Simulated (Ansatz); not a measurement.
Consider CH₇NOSi (SMILES NCO[SiH3]).

Input

```
crystal:
  periodic: [false, false, false]
  atoms:
    - {symbol: N, position_ang: [-1.796538, 1.099788, -0.223611]}
    - {symbol: C, position_ang: [-0.862140, 0.165416, 0.287346]}
    - {symbol: O, position_ang: [0.380620, 0.189302, -0.416064]}
    - {symbol: Si, position_ang: [1.648801, -0.785325, -0.039914]}
    - {symbol: H, position_ang: [-2.009751, 0.910716, -1.194332]}
    - {symbol: H, position_ang: [-1.443043, 2.045281, -0.155839]}
    - {symbol: H, position_ang: [-1.292583, -0.840115, 0.216606]}
    - {symbol: H, position_ang: [-0.678049, 0.390904, 1.344073]}
    - {symbol: H, position_ang: [2.106038, -0.554796, 1.359902]}
    - {symbol: H, position_ang: [2.735138, -0.455108, -0.990859]}
    - {symbol: H, position_ang: [1.277007, -2.223162, -0.166708]}
basis:
  gaussian: {orbitals: def2-TZVPP}
hamiltonian: {xc: pbe0, dispersion: d4}
output: {orbitals: {seedname: orbitals}}
```

Command:

```sh
ansatz run in.yaml --threads 2 --pin off --events-out ev --progress --plain --max-ram 4352MiB
```

Geometry: PBE0-D4/def2-TZVP.

The calculation used RKS PBE0-D4/def2-TZVPP (Ansatz).

Q: What can the converged electron density and electron localisation function tell about the bonding?

A: C–N (1.42 Å): ρ is about 2.1 e/Å³ halfway; the ELF peaks at about 0.95 between the atoms: localised, covalent bonding.
C–O (1.43 Å): the density is about 2 e/Å³ at the midpoint, with its minimum of 1.7 e/Å³ about 0.5 Å from C; the ELF peaks at about 0.85 between the atoms; a polar covalent bond.
Si–O (1.64 Å): ρ is about 1.2 e/Å³ halfway; the ELF peaks at about 0.85 between the atoms, as expected for a shared but strongly polarised pair.
Si–H (1.48 Å): the density is about 0.83 e/Å³ at the midpoint; the ELF climbs to about 1 towards the hydrogen, as it does in any bond to H.

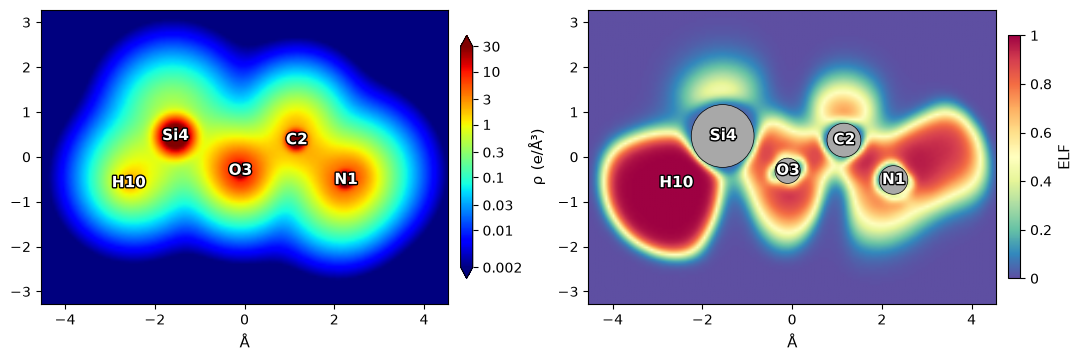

Computed electron density and electron localisation function on the plane of atoms C2, O3 and Si4, in this order. Grey discs cover the atomic cores in the ELF map. 
